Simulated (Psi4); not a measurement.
# CCSD(T)/def2-SVP (core potential) run of InHCl2O (SMILES [OH][In]([Cl])[Cl])

Aim: the vertical ionisation energy of InHCl2O at CCSD(T)/def2-SVP (core potential), from 2 runs. 

The calculation is run with Psi4 1.11.

1 further run of the same task is left out (set aside as unsound or not needed).

**1. The structure to begin with**

InHCl2O has 5 atoms, charge 0, and is taken as a singlet. SMILES: `[OH][In]([Cl])[Cl]`. Geometry: relaxed at PBE0-D4/def2-TZVP.

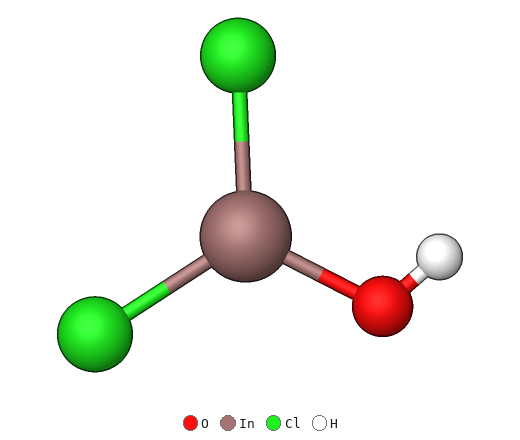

The structure, seen from a chosen angle (oxygen red, indium brown, chlorine green, hydrogen white).

**2. A single-point energy at CCSD(T)/def2-SVP (core potential)**

Contents of job.json:

```json
{
 "schema_name": "qcschema_input",
 "schema_version": 1,
 "molecule": {
  "schema_name": "qcschema_molecule",
  "schema_version": 2,
  "symbols": ["O", "In", "Cl", "Cl", "H"],
  "geometry": [-0.65724675, 2.85386439, -0.25927042, -0.16610693, -0.81806244, -0.19048439, 3.25524222, -2.49557232, 1.92733167, -2.98690111, -3.40453059, -2.2121134, 0.6493099, 3.72502814, 0.65611291],
  "molecular_charge": 0,
  "molecular_multiplicity": 1,
  "fix_symmetry": "c1"
 },
 "driver": "energy",
 "model": {
  "method": "ccsd(t)",
  "basis": "def2-SVP"
 },
 "keywords": {
  "reference": "rhf",
  "puream": true,
  "e_convergence": 1e-09,
  "d_convergence": 1e-08,
  "scf_type": "pk",
  "num_frozen_docc": 15
 }
}
```

On the command line:

```sh
$ psi4 --qcschema job.json -n 1 --memory 2200MB
```

stdout:

```text
[...]
    !!!  WARNING: ECP capability is in beta. Please check occupations closely.  !!!
[...]
  Running in c1 symmetry.
[...]
  Nuclear repulsion =  300.404504918511520
[...]
  Multiplicity = 1
[...]
  Nalpha       = 32
  Nbeta        = 32
[...]
    Number of basis functions: 81
[...]
   @RHF iter   1: -1183.27078986071842   -1.65497e+00   6.96613e-03 ADIIS/DIIS
[...]
   @RHF iter  12: -1183.41895979281708   -3.18323e-12   4.06949e-09 DIIS
[...]
    Orbital Energies [Eh]
    ---------------------
    Doubly Occupied:
       1A   -104.790992     2A   -104.790815     3A    -20.553484
       4A    -10.553165     5A    -10.553141     6A     -8.027640
       7A     -8.027619     8A     -8.025266     9A     -8.025187
      10A     -8.025149    11A     -8.025040    12A     -5.454741
      13A     -3.716514    14A     -3.712087    15A     -3.708879
      16A     -1.293839    17A     -1.131219    18A     -1.129151
      19A     -1.102153    20A     -1.099573    21A     -1.089060
      22A     -1.049770    23A     -1.038554    24A     -0.655682
      25A     -0.572881    26A     -0.510460    27A     -0.504066
      28A     -0.490321    29A     -0.472853    30A     -0.463690
      31A     -0.461054    32A     -0.458696
[...]
  @RHF Final Energy: -1183.41895979281708
   => Energetics <=
    Nuclear Repulsion Energy =            300.4045049185115204
    One-Electron Energy =               -2308.6214545605339481
    Two-Electron Energy =                 824.7979898492052371
    Total Energy =                      -1183.4189597928170770
[...]
 Multipole Moments:
 ------------------------------------------------------------------------------------
     Multipole            Electronic (a.u.)      Nuclear  (a.u.)        Total (a.u.)
 ------------------------------------------------------------------------------------
 L = 1.  Multiply by 2.5417464519 to convert [e a0] to [Debye]
 Dipole X            :         -2.2858282            2.6672026            0.3813743
 Dipole Y            :         11.7288369          -11.3653844            0.3634525
 Dipole Z            :         -0.6671277            0.9433068            0.2761791
 Magnitude           :                                                    0.5948268
[...]
      * MP2 total energy                      = -1183.952144340645191
[...]
      * CCSD total energy                     = -1183.981486328475057
[...]
      * CCSD(T) total energy                  = -1183.994578327425188
[...]
```

The result, in JSON:

```text
{
 "driver": "energy",
 "model": {
  "method": "ccsd(t)",
  "basis": "def2-SVP"
 },
 "success": true,
 "return_result": -1183.9945783274252,
 "properties": {
  "calcinfo_nbasis": 81,
  "calcinfo_nmo": 81,
  "calcinfo_nalpha": 32,
  "calcinfo_nbeta": 32,
  "calcinfo_natom": 5,
  "nuclear_repulsion_energy": 300.4045049185115,
  "return_energy": -1183.9945783274252,
  "scf_one_electron_energy": -2308.621454560534,
  "scf_two_electron_energy": 824.7979898492052,
  "scf_dipole_moment": [0.3813743379376904, 0.3634524559736647, 0.27617906906612943],
  "scf_total_energy": -1183.418959792817,
  "scf_iterations": 12,
  "mp2_same_spin_correlation_energy": -0.14640372331701051,
  "mp2_opposite_spin_correlation_energy": -0.3867808245126014,
  "mp2_singles_energy": -5.651084516069526e-28,
  "mp2_doubles_energy": -0.5331845478296119,
  "mp2_correlation_energy": -0.5331845478296119,
  "mp2_total_energy": -1183.9521443406452,
  "ccsd_same_spin_correlation_energy": -0.13535607558723367,
  "ccsd_opposite_spin_correlation_energy": -0.4271704600722606,
  "ccsd_singles_energy": 0.0,
  "ccsd_doubles_energy": -0.5625265356594943,
  "ccsd_correlation_energy": -0.5625265356594943,
  "ccsd_total_energy": -1183.981486328475,
  "ccsd_iterations": 15,
  "ccsd_prt_pr_correlation_energy": -0.5756185346098059,
  "ccsd_prt_pr_total_energy": -1183.9945783274252
 }
}
```

Wall time 33 s (1 thread of Intel Xeon Platinum 8175M at 2.50GHz (Skylake/Cascade Lake), shared host); peak memory 0.42 GiB.

**3. The doublet cation at the same level**

Contents of cl2hino.xyz:

```xyz
5
Cl2HInO
O     -0.347800     1.510200    -0.137200
In    -0.087900    -0.432900    -0.100800
Cl     1.722600    -1.320600     1.019900
Cl    -1.580600    -1.801600    -1.170600
H      0.343600     1.971200     0.347200
```

Contents of cl2hino.py:

```python
import psi4

psi4.set_memory(2200000000)
psi4.set_num_threads(1)
psi4.set_output_file('run.log', False)

with open('cl2hino.xyz') as f:
    atoms = ''.join(f.readlines()[2:])
geom = psi4.geometry('1 2\n' + atoms + 'symmetry c1\nno_reorient\nno_com')

psi4.set_options({
    'basis': 'def2-SVP',
    'reference': 'uhf',
    'puream': True,
    'e_convergence': 1e-09,
    'd_convergence': 1e-08,
    'scf_type': 'pk',
    'num_frozen_docc': 15,
    'maxiter': 100,
})

energy_value, wavefunction = psi4.energy("ccsd(t)", return_wfn=True)
print('E =', round(energy_value, 9))
for k, v in sorted(psi4.core.scalar_variables().items()):
    print(f'{k:45s} {v:18.10f}')
```

On the command line:

```sh
$ python cl2hino.py
```

run.log:

```text
[...]
    !!!  WARNING: ECP capability is in beta. Please check occupations closely.  !!!
[...]
  Running in c1 symmetry.
[...]
  Nuclear repulsion =  300.404504641019855
[...]
  Multiplicity = 2
[...]
  Nalpha       = 32
  Nbeta        = 31
[...]
    Number of basis functions: 81
[...]
   @UHF iter   1: -1182.83583135192862   -1.28857e+00   6.86736e-03 ADIIS/DIIS
[...]
   @UHF iter  33: -1183.01564186993687   -4.09273e-12   7.91567e-09 DIIS
[...]
   @S^2 Observed:                7.575526248E-01
[...]
    Orbital Energies [Eh]
    ---------------------
    Alpha Occupied:
       1A   -105.184959     2A   -104.966834     3A    -20.741461
       4A    -10.946793     5A    -10.727960     6A     -8.438663
       7A     -8.415188     8A     -8.412957     9A     -8.202659
      10A     -8.199392    11A     -8.199334    12A     -5.668611
      13A     -3.928273    14A     -3.928020    15A     -3.921413
      16A     -1.483769    17A     -1.477060    18A     -1.331865
      19A     -1.316035    20A     -1.312110    21A     -1.309267
      22A     -1.296386    23A     -1.221687    24A     -0.895477
      25A     -0.877529    26A     -0.828962    27A     -0.822395
      28A     -0.700929    29A     -0.679322    30A     -0.669376
      31A     -0.631265    32A     -0.629834
[...]
  @UHF Final Energy: -1183.01564186993687
   => Energetics <=
    Nuclear Repulsion Energy =            300.4045046410198552
    One-Electron Energy =               -2293.2867843571125377
    Two-Electron Energy =                 809.8666378461558679
    Total Energy =                      -1183.0156418699366441
  UHF NO Occupations:
  HONO-2 :   30  A 1.9994858
  HONO-1 :   31  A 1.9970458
  HONO-0 :   32  A 1.0000000
  LUNO+0 :   33  A 0.0029542
  LUNO+1 :   34  A 0.0005142
[...]
 Multipole Moments:
 ------------------------------------------------------------------------------------
     Multipole            Electronic (a.u.)      Nuclear  (a.u.)        Total (a.u.)
 ------------------------------------------------------------------------------------
 L = 1.  Multiply by 2.5417464519 to convert [e a0] to [Debye]
 Dipole X            :          5.9124471           -3.5351107            2.3773365
 Dipole Y            :         89.2862540          -90.9251174           -1.6388634
 Dipole Z            :         11.6747224          -10.2595121            1.4152103
 Magnitude           :                                                    3.2156527
[...]
      * MP2 total energy                      = -1183.528717131605163
[...]
      * CCSD total energy                     = -1183.564684629862995
[...]
      * CCSD(T) total energy                     = -1183.580276738322027
```

It took 3.4 min on 1 thread of Intel Xeon Platinum 8175M at 2.50GHz (Skylake/Cascade Lake), shared host; peak memory 0.43 GiB.

**4. Outcome**

At CCSD(T)/def2-SVP (core potential), 15 core orbitals frozen:

| quantity | value |
| --- | --- |
| singlet InHCl2O: total energy | -1183.99458 Eh |
| singlet InHCl2O: HOMO energy (Hartree–Fock orbitals) | -12.48 eV |
| singlet InHCl2O: LUMO energy (Hartree–Fock orbitals) | 1.10 eV |
| singlet InHCl2O: HOMO–LUMO gap (Hartree–Fock orbitals) | 13.58 eV |
| singlet InHCl2O: correlation energy (15 core orbitals frozen) | -575.6 mEh |
| singlet InHCl2O: (T) correction | -13.09 mEh |
| singlet InHCl2O: T1 diagnostic | 0.013 |
| doublet cation: total energy | -1183.58028 Eh |
| doublet cation: HOMO energy (Hartree–Fock orbitals) (highest over α and β) | -17.09 eV |
| doublet cation: LUMO energy (Hartree–Fock orbitals) (lowest over α and β) | -9.48 eV |
| doublet cation: correlation energy (15 core orbitals frozen) | -564.6 mEh |
| doublet cation: (T) correction | -15.59 mEh |
| doublet cation: ⟨S²⟩ of the reference determinant | 0.758 |
| doublet cation: T1 diagnostic | 0.053 |
| vertical ionisation energy (to the doublet cation) | 11.274 eV |

What this shows: Removing an electron at fixed nuclei costs 11.27 eV (1088 kJ/mol). The triples (singlet InHCl2O) make up 2.3 % of the correlation energy. The T1 diagnostic (doublet cation) of 0.053 is above the customary mark for such species, so a single reference may not serve. With no_com the log's rotational constants are taken about the origin, not the centre of mass, so they aren't the molecule's. The triples (doublet cation) make up 2.8 % of the correlation energy.
